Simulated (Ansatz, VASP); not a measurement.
# Ir (Iridium): VASP beside Ansatz

Aim: how closely do two programs agree when they are given the same cell, functional and k mesh? The cell comes out of the VASP series on this material, whose earlier steps may have relaxed, scaled or displaced it; both programs get it as it stands.

Program: Ansatz 0.2.0. Level of theory: plane waves, with VASP 6.6.1 beside it; band structure at PBE. Results are calculated unless marked as measured.

### Step 1. Starting point

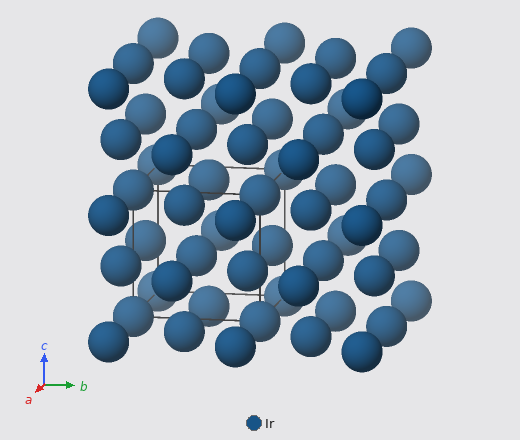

The starting structure, seen slightly off an axis (iridium blue). 2×2×2 cells are drawn. This picture shows the conventional cell, with its axes. Some periodic images of atoms are drawn too.

### Step 2. Ansatz: band structure, PBE

Ansatz runs on its default PAW (the set named soft_2) files.

Levels along a path test the potential and the projectors away from the mesh points.

Input file input.yaml:

```yaml
crystal:
  lattice:
    - [0.0, 1.8937549276, 1.8937549276]
    - [1.8937549276, 0.0, 1.8937549276]
    - [1.8937549276, 1.8937549276, 0.0]
  atoms:
    - { symbol: Ir, position: [0.0, 0.0, 0.0] }
hamiltonian:
  xc: pbe
  pseudopotentials: { kind: paw }
kpoints:
  mp_grid: { grid: [17, 17, 17] }
  band_path:
    path:
      - [0.0, 0.0, 0.0]
      - [0.16667, 0.0, 0.16667]
      - [0.33333, 0.0, 0.33333]
      - [0.5, 0.0, 0.5]
      - [0.5, 0.08333, 0.58333]
      - [0.5, 0.18333, 0.68333]
      - [0.5, 0.25, 0.75]
      - [0.45, 0.3, 0.75]
      - [0.40833, 0.34167, 0.75]
      - [0.35, 0.35, 0.7]
      - [0.225, 0.225, 0.45]
      - [0.075, 0.075, 0.15]
      - [0.03333, 0.03333, 0.03333]
      - [0.23333, 0.23333, 0.23333]
      - [0.4, 0.4, 0.4]
      - [0.51667, 0.46667, 0.51667]
      - [0.55833, 0.38333, 0.55833]
      - [0.60833, 0.28333, 0.60833]
      - [0.60833, 0.25, 0.64167]
      - [0.55833, 0.25, 0.69167]
      - [0.51667, 0.25, 0.73333]
      - [0.5, 0.3, 0.7]
      - [0.5, 0.38333, 0.61667]
      - [0.5, 0.48333, 0.51667]
      - [0.475, 0.475, 0.55]
      - [0.425, 0.425, 0.65]
      - [0.38333, 0.38333, 0.73333]
      - [0.59167, 0.18333, 0.59167]
      - [0.55, 0.1, 0.55]
      - [0.5, 0.0, 0.5]
    npoints: 1
scf:
  occupations: { method: fermi_dirac, width: 0.05 }
  n_extra_bands: 6
output:
  forces: true
  stress: true
  eigenvalues: true
  write_density: true
  write_potential: true
  elf: true
  volumetric_format: npy
```

Started as:

```
$ ansatz run input.yaml --threads 2 --pin off --max-ram 4608MiB --backend cpu --events-out ev --progress --plain --runs-dir out
```

Numbers of over 12 decimals in the logs are rounded to 6 here.

Output:

```text
scf.n_extra_bands = 6 over 9 filled bands (N_el = 17.0): the run solves 15 bands
Engine: ansatz 0.2.0, aarch64-unknown-linux-gnu
Pseudopotentials: kind: paw
Pseudopotential: Ir, paw, valence charge 17, recommended cutoff 420 eV (normal), Ir.paw.azcp
Functional definition: PBE
  parameter kappa = 0.804
  parameter beta = 0.066725
  exchange = pbe_x(kappa = kappa, mu = beta*pi^2/3)
  correlation = pbe_c(beta = beta)
Crystal: 1 atoms, lattice volume = 13.583 Å³
Basis set: ecut = 420 eV, 283 PW (Γ), exchange–correlation on 36×36×36 points (8 copies of the dense FFT grid, shifted against one another)
Bands: 15, of which v1, the nominal top of the filled ones, is band 9 counted from 1 (8 counted from 0)
Symmetry: 48 space group operations
Space group: Fm-3m (ITA 225), of the structure as read, at distance tolerance 2.4e-5 Å
k-points: 165 of 4913
Non-local potential: Ir, projectors of the file, l = 0: 3, l = 1: 2, l = 2: 2, l = 3: 1
PAW form: soft (Blöchl's): semilocal exchange-correlation on the pseudo side does not see the compensation charge
PAW one-centre angular grid: Ir, 590 points (default); XC on 64 Gauss nodes
Initial density: superposition of atomic densities (neutral atoms: chi_scale 0, normalization atom), corrected by the library's trained network
Initial wavefunctions: pseudopotential atomic-orbital guess
Functional: x = pbe(κ = 0.804, μ = 0.219515), c = pbe(β = 0.066725)
SCF iter   1: F=—  HF=-11935.242611 eV  |F-HF|=—  |Δ(HF+E_count)|=         —  Δρ=4.58e-3  dr2=5.57e-4  ethr=1.77e-3  ⟨swp⟩=5.1  Hψ=13033  notcnv=0  defer=82
preconditioner: auto → none  [metal: Δε(μ)=0.069 eV  Ē_g=18.809 eV  σ=0.050 eV  W_gap=0.32  n_scr=0 (ndim 8)  ℏωp=30.2 eV  f_vac=0.000  D(μ)=0.79/eV (n_scr^D=8)]
SCF iter   2: F=—  HF=-11935.242769 eV  |F-HF|=—  |Δ(HF+E_count)|=   1.58e-4  Δρ=2.34e-3  dr2=1.46e-4  ethr=3.28e-6  ⟨swp⟩=1.9  Hψ=4158  notcnv=0  defer=103
SCF iter   3: F=—  HF=-11935.242969 eV  |F-HF|=—  |Δ(HF+E_count)|=   2.01e-4  Δρ=8.23e-4  dr2=2.47e-5  ethr=8.56e-7  ⟨swp⟩=2.0  Hψ=3020  notcnv=0  defer=103
SCF iter   4: F=—  HF=-11935.242998 eV  |F-HF|=—  |Δ(HF+E_count)|=   2.84e-5  Δρ=1.48e-4  dr2=2.20e-6  ethr=1.45e-7  ⟨swp⟩=2.8  Hψ=3569  notcnv=0  defer=103
iter 5 did not close the SCF: its close was put off for the readings that it lacked (scf_convergence_deferred on its scf_iter line)
SCF iter   5: F=-11935.242997 eV  HF=-11935.242997 eV  |F-HF|=7.12e-9  |Δ(HF+E_count)|=   4.17e-7  Δρ=2.01e-5  dr2=2.67e-8  ethr=1.30e-8  ⟨swp⟩=2.2  Hψ=3028  notcnv=0  defer=103
SCF iter   6: F=-11935.242997 eV  HF=-11935.242997 eV  |F-HF|=9.82e-11  |Δ(HF+E_count)|=   2.60e-9  Δρ=1.26e-6  dr2=1.78e-10  ethr=1.57e-10  ⟨swp⟩=8.1  Hψ=12952  notcnv=0
SCF 1 converged in 6 iterations: F = -11935.242997 eV  dr2 = 1.78e-10
  greatest PAW one-centre occupation: 1.000 electrons in one spin orbital (limit 2), on the Ir atom at site 0 (counted from 0), in its partial waves of l = 0
NSCF: frozen V_eff on 30 k-points
SCF converged after 6 iterations
Free energy (F): -11935.242997 eV
Harris-Foulkes:  -11935.242997 eV  (|F-HF|=9.82e-11)
Internal energy: -11935.236355 eV  (E = F + TS)
E sigma→0 (E₀):  -11935.239676 eV
Entropy (-TS):   -0.006642 eV (-6.642 meV/atom)
Fermi energy:    27.063398 eV
--- Per-component energies (eV) ---
  E_band       = -62.840540
  E_kinetic    = 625.522282
  E_local      = -1016.702249  (includes V_loc(G=0)·N_el)
  E_nonlocal   = 72.742033
  E_hartree    = 394.612768
  E_xc         = -268.993808
  E_vxc        = -301.490857  (∫ρ·V_xc dr)
  E_paw        = -9223.626334  (= ΣΔE_a)
  E_vpaw       = -232.136877  (= ΣTr[D̂ρ^β])
  E_aug_tail   = 0.000056  (compensation charges beyond the density's cutoff)
  E_ewald      = -2518.791104
  E_smearing   = -0.006642  (= −TS)
  E_closure    = 0.000000  (closes the sum)
  Σ components = -11935.242997   (vs F -11935.242997, Δ=0.00e0)
--- Forces (eV/Å), atoms counted from 1 ---
  atom   1  Ir     0.00000000     0.00000000     0.00000000
  max |Σ_I F_I| component: 6.16e-32 eV/Å
--- Stress (GPa, compression-positive) ---
       26.708881      -0.000000      -0.000000
       -0.000000      26.708881       0.000000
       -0.000000       0.000000      26.708881
  P = ⅓ Tr σ = 26.7089 GPa (267.089 kbar)
--- Band table (eV; the first three rows and the last of 165) ---
  k-point 0: bands = [... 5 lower, 23.0310, 23.0310, 23.0310, 25.9025, 25.9025, 40.6453, 46.3854, 46.3854, ... 2 higher]
  k-point 1: bands = [... 5 lower, 22.9413, 23.1018, 23.1018, 25.8541, 25.8541, 40.9311, 45.6566, 46.6589, ... 2 higher]
  k-point 2: bands = [... 5 lower, 22.7171, 23.2835, 23.2835, 25.7529, 25.7529, 41.7055, 44.2227, 47.4544, ... 2 higher]
  k-point 164: bands = [... 5 lower, 21.7121, 22.2425, 25.2895, 28.6859, 34.9774, 36.7465, 36.9673, 41.0893, ... 2 higher]
```

It took 3.8 s on 2 threads of Arm Neoverse N1, shared host; peak memory 0.28 GiB.

### Step 3. VASP: band structure, PBE

The same cell, functional, mesh and smearing now go to VASP, with its own data sets and cutoff.

Lines of VASP's logs that name or quote its potential files are left out, and so is its time.

Input file INCAR:

```
SYSTEM = Ir
PREC = Accurate
ENCUT = 400
EDIFF = 1E-06
NELM = 100
ISMEAR = -1
SIGMA = 0.05
LREAL = .FALSE.
ALGO = Normal
GGA = PE
NBANDS = 15
LASPH = .TRUE.
LORBIT = 11
LWAVE = .FALSE.
LCHARG = .FALSE.
KPAR = 2
```

Input file POSCAR:

```
Ir
1.0
    0.0000000000      1.8937549276      1.8937549276
    1.8937549276      0.0000000000      1.8937549276
    1.8937549276      1.8937549276      0.0000000000
Ir
1
Direct
    0.0000000000      0.0000000000      0.0000000000
```

Input file KPOINTS:

```
Automatic mesh
0
Gamma
17 17 17
0 0 0
```

Input file KPOINTS_OPT:

```
Line mode
16
Line-mode
Reciprocal
  0.00000000   0.00000000   0.00000000 GAMMA
  0.50000000   0.00000000   0.50000000 X

  0.50000000   0.00000000   0.50000000 X
  0.50000000   0.25000000   0.75000000 W

  0.50000000   0.25000000   0.75000000 W
  0.37500000   0.37500000   0.75000000 K

  0.37500000   0.37500000   0.75000000 K
  0.00000000   0.00000000   0.00000000 GAMMA

  0.00000000   0.00000000   0.00000000 GAMMA
  0.50000000   0.50000000   0.50000000 L

  0.50000000   0.50000000   0.50000000 L
  0.62500000   0.25000000   0.62500000 U

  0.62500000   0.25000000   0.62500000 U
  0.50000000   0.25000000   0.75000000 W

  0.50000000   0.25000000   0.75000000 W
  0.50000000   0.50000000   0.50000000 L

  0.50000000   0.50000000   0.50000000 L
  0.37500000   0.37500000   0.75000000 K

  0.62500000   0.25000000   0.62500000 U
  0.50000000   0.00000000   0.50000000 X
```

The projector-augmented-wave data sets are Ir (PBE family, release 64).

Started as:

```
$ mpirun -np 2 vasp_std
```

Output:

```text
[banner, memory and clock lines left out]
running    2 mpi-ranks, on    1 nodes
 distrk:  each k-point on    1 cores,    2 groups
 distr:  one band on    1 cores,    1 groups

 POSCAR found type information on POSCAR Ir
 POSCAR found :  1 types and       1 ions
 LDA part: xc-table for (Slater+PW92), standard interpolation
 POSCAR, INCAR and KPOINTS ok, starting setup
 FFT: planning ... GRIDC
 FFT: planning ... GRID_SOFT
 FFT: planning ... GRID
 WAVECAR not read
 entering main loop
       N       E                     dE             d eps       ncg     rms          rms(c)
DAV:   1     0.424573600336E+02    0.42457E+02   -0.33985E+03  5044   0.437E+02
DAV:   2    -0.835062356512E+01   -0.50808E+02   -0.47377E+02  6140   0.144E+02
DAV:   3    -0.931174637565E+01   -0.96112E+00   -0.95881E+00  6651   0.211E+01
DAV:   4    -0.931702083121E+01   -0.52745E-02   -0.52724E-02  5937   0.155E+00
DAV:   5    -0.931707921689E+01   -0.58386E-04   -0.58367E-04  6607   0.148E-01    0.170E+01
DAV:   6    -0.887939852688E+01    0.43768E+00   -0.53995E-01  7022   0.680E+00    0.727E+00
DAV:   7    -0.878545512095E+01    0.93943E-01   -0.23745E-01  7431   0.401E+00    0.144E+00
DAV:   8    -0.878323839871E+01    0.22167E-02   -0.30239E-03  5762   0.387E-01    0.113E+00
DAV:   9    -0.877899303486E+01    0.42454E-02   -0.25463E-03  7008   0.535E-01    0.812E-02
DAV:  10    -0.877898139479E+01    0.11640E-04   -0.29056E-05  6010   0.330E-02    0.248E-02
DAV:  11    -0.877898359230E+01   -0.21975E-05   -0.33774E-06  6893   0.140E-02    0.191E-03
DAV:  12    -0.877898332387E+01    0.26843E-06   -0.52356E-08  4589   0.159E-03
   1 F= -.87789833E+01 E0= -.87756442E+01  d E =-.667818E-02
 Start KPOINTS_OPT (optional k-point list driver)
k-point batch [1-160\160]
       N       E                     dE             ncg
DAV:   1     0.169425252800E+05   -0.38318E+05     4863
DAV:   2     0.933639948151E+04   -0.76061E+04     5864
DAV:   3     0.919983718437E+04   -0.13656E+03     6648
DAV:   4     0.919913134181E+04   -0.70584E+00     5486
DAV:   5     0.919912449108E+04   -0.68507E-02     6594
DAV:   6     0.919912438409E+04   -0.10699E-03     5692
DAV:   7     0.919912438242E+04   -0.16688E-05     5876
DAV:   8     0.919912438233E+04   -0.92856E-07     4292
```

Parts of OUTCAR (step 3):

```text
ion  position               nearest neighbor table
   1  0.000  0.000  0.000-

  LATTYP: Found a face centered cubic cell.
 ALAT       =     3.7875098552

 Subroutine GETGRP returns: Found 48 space group operations
 (whereof 48 operations were pure point group operations)

The static configuration has the point symmetry O_h .

 Found    165 irreducible k-points:

   k-points           NKPTS =    165   k-points in BZ     NKDIM =    165   number of bands    NBANDS=     15

   dimension x,y,z NGX =    18 NGY =   18 NGZ =   18
   dimension x,y,z NGXF=    36 NGYF=   36 NGZF=   36

   ENCUT  =  400.0 eV  29.40 Ry    5.42 a.u.   4.37  4.37  4.37*2*pi/ulx,y,z

   NELECT =       9.0000    total number of electrons

 k-points in reciprocal lattice and weights: Automatic mesh
   0.00000000  0.00000000  0.00000000       0.000
   0.05882353  0.00000000  0.00000000       0.002
   0.11764706  0.00000000  0.00000000       0.002
   0.17647059  0.00000000  0.00000000       0.002
   0.23529412  0.00000000  0.00000000       0.002
   0.29411765  0.00000000  0.00000000       0.002
   0.35294118  0.00000000  0.00000000       0.002
   0.41176471  0.00000000  0.00000000       0.002
   0.47058824  0.00000000  0.00000000       0.002
[...]
-0.29411765  0.47058824  0.17647059       0.005
  -0.29411765  0.47058824  0.23529412       0.005

 average (electrostatic) potential at core
       1 -48.1101

 E-fermi :  11.0231

 k-point     1 :       0.0000    0.0000    0.0000
  band No.  band energies     occupation
    ...
      2       6.9923      2.00000
      3       6.9923      2.00000
      4       6.9923      2.00000
      5       9.8600      2.00000
      6       9.8600      2.00000
      7      25.3648      0.00000
      8      31.1957      0.00000
      9      31.1957      0.00000
     10      31.1957      0.00000
     11      36.1658      0.00000
    ...

 k-point     2 :       0.0588    0.0000    0.0000
  band No.  band energies     occupation
    ...
      2       6.9036      2.00000
      3       7.0634      2.00000
      4       7.0634      2.00000
      5       9.8124      2.00000
      6       9.8124      2.00000
      7      25.6493      0.00000
      8      30.3584      0.00000
      9      31.4657      0.00000
     10      31.4657      0.00000
     11      37.1576      0.00000
    ...

 k-point     3 :       0.1176    0.0000    0.0000
  band No.  band energies     occupation
    ...
      2       6.6817      2.00000
      3       7.2458      2.00000
      4       7.2458      2.00000
      5       9.7132      2.00000
      6       9.7132      2.00000
      7      26.4200      0.00000
      8      28.7833      0.00000
      9      32.2482      0.00000
     10      32.2482      0.00000
     11      38.6818      0.00000
    ...

  Total        2.3443440      2.3443440      2.3443440      0.0000000     -0.0000000      0.0000000
  in kB      276.5225825    276.5225825    276.5225825      0.0000000     -0.0000000      0.0000000
  external PRESSURE =     276.5225825 kB  Pullay stress =       0.0000000 kB

  energy-cutoff  :      400.00
  volume of cell :       13.58
      direct lattice vectors                 reciprocal lattice vectors
     0.000000000  1.893754928  1.893754928    -0.264025716  0.264025716  0.264025716
     1.893754928  0.000000000  1.893754928     0.264025716 -0.264025716  0.264025716
     1.893754928  1.893754928  0.000000000     0.264025716  0.264025716 -0.264025716

 POSITION                                       TOTAL-FORCE (eV/Angst)
 -----------------------------------------------------------------------------------
      0.00000      0.00000      0.00000         0.000000     -0.000000     -0.000000
 -----------------------------------------------------------------------------------
    total drift:                               -0.000000      0.000000     -0.000000

  FREE ENERGIE OF THE ION-ELECTRON SYSTEM (eV)
  ---------------------------------------------------
  free  energy   TOTEN  =        -8.7789833239 eV

  energy  without entropy=       -8.7723051399  energy(sigma->0) =       -8.77564423

 total charge
# of ion       s       p       d       tot
------------------------------------------
    1        0.700   0.801   7.043   8.544

[... 3 further parts left out ...]
```

The run ends at a pressure of 27.65 GPa.

### Step 4. Differences

Known differences besides the PAW data sets themselves: the data sets hold 17 valence electrons in Ansatz (default PAW (the set named soft_2) files) and 9 in VASP; the cutoff is 420 eV in Ansatz and 400 eV in VASP. Total energies have different zeros and are not compared.

Both answers:

```
      quantity  Ansatz   VASP  difference
pressure (GPa)   26.71  27.65       -0.94
```

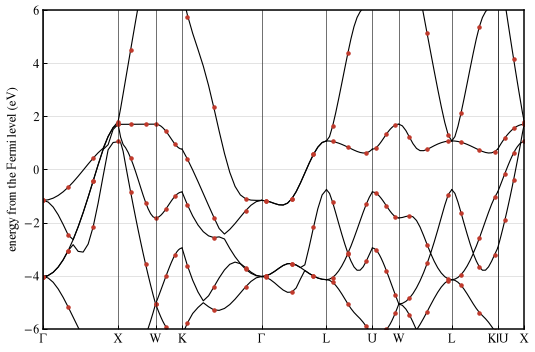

Bands from VASP (lines) and levels from Ansatz (dots). Dots without a line are higher empty bands that the VASP plot leaves out.

Levels from 3 eV below to 2 eV above the Fermi level differ by 10 meV r.m.s. and 18 meV at most; each VASP level is matched to the nearest of Ansatz, which flatters the figure a little. Ansatz's pressure holds a Pulay correction of 0.10 GPa; VASP's holds none.

### Step 5. Looking for the cause

An all-electron run, which needs no data sets, serves as referee.

```
                              run  r.m.s. difference of levels near the Fermi level (meV)
                         as above                                                     9.9
Ansatz's all-electron LAPW method                                                     9.2
```

### Step 6. Summary of results

```json
{
 "r.m.s. difference of levels near the Fermi level (band structure, PBE)": "9.9 meV",
 "difference in pressure (band structure, PBE)": "-0.94 GPa"
}
```

What this shows: The difference in pressure is -0.94 GPa (band structure, PBE), within the 1 GPa picked in this series as the mark of a large difference. For band structure, PBE: no further run halves the r.m.s. difference of levels near the Fermi level; only Ansatz's side was varied. The all-electron run, which needs no data set, lies 9.2 meV from VASP, against 9.9 for Ansatz's PAW result. Differences of this kind measure data sets and numerical settings, not the functional's error against experiment.

[Lines on the potential files, build, host, timing and source positions are cut from VASP's logs without a mark.]

[Logs are printed without paths, hosts, clocks, repeated set-up lines and the standing remarks that a program may print on its own settings, such as how far it seeks lower states.]

[Hosts, paths, dates, database ids (printed as entryN), source tags and the programs' standing remarks are cut or masked in the printed files.]
